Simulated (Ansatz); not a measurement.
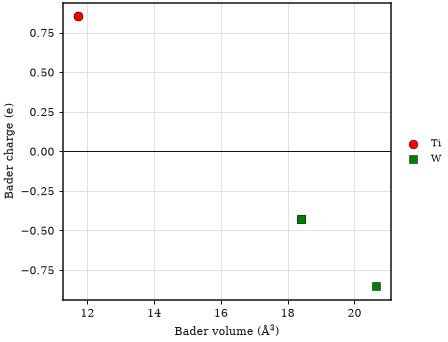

Bader charges of the atoms (positive: electrons lost), against the volumes of their basins.

Input of the run:

```
crystal:
  lattice:
    - [0.0, 2.2686422, 11.2238929]
    - [1.5885521, 0.0, 11.2238929]
    - [1.5885521, 2.2686422, 0.0]
  atoms:
    - { symbol: Ti, position: [0.900164, 0.900164, 0.099836] }
    - { symbol: Ti, position: [0.099836, 0.099836, 0.900164] }
    - { symbol: W, position: [0.700768, 0.700768, 0.299232] }
    - { symbol: W, position: [0.299232, 0.299232, 0.700768] }
    - { symbol: W, position: [0.5, 0.5, 0.5] }
basis:
  ecutwfc: 420
kpoints:
  mp_grid: { grid: [14, 14, 14] }
  band_path:
    path:
      - [[0.0, 0.0, 0.0], [0.5, 0.0, 0.5], [1.0, 0.5, 0.5], [0.5, 0.5, 0.0], [0.0, 0.0, 0.0], [0.0, 0.37758545, 0.37758545]]
      - [[1.0, 0.62241455, 0.62241455], [1.0, 0.5, 0.5]]
      - [[0.5, 0.0, 0.5], [0.5, 0.13243036, 0.63243036]]
      - [[0.5, 0.86756964, 0.36756964], [0.5, 0.5, 0.0]]
    npoints: 14
hamiltonian:
  xc: pbesol
scf:
  occupations: { method: gaussian, width: 0.1 }
  n_extra_bands: 12
output:
  forces: true
  stress: true
  eigenvalues: true
  populations: true
  dos: { projected: true, de: 0.02, nscf_kmesh: { grid: [17, 17, 17] } }
  bader: true
  write_density: true
  write_potential: true
  elf: true
  volumetric_format: npy
```

Launched with:
```bash
ansatz run input.yaml --threads 1 --pin off --max-ram 3072MiB --backend cpu --events-out ev --progress --plain --runs-dir out
```

> What are the charges by element?

The Bader charges are Ti +0.85 e and W from −0.85 to −0.43 e. Electrons move from Ti to W, 1.7 e a cell.

> Which atoms take the most room?

W has the largest basins, 19.2 Å³ on average, and Ti the smallest, 11.7 Å³.

> Are all W atoms alike?

The charges of the W atoms differ by up to 0.42 e, so they sit on unlike sites.

The structure is an invented one, so it need not be a known or stable phase. The cell is at −7 GPa in this functional. Spin-orbit coupling is left out, which matters for W.
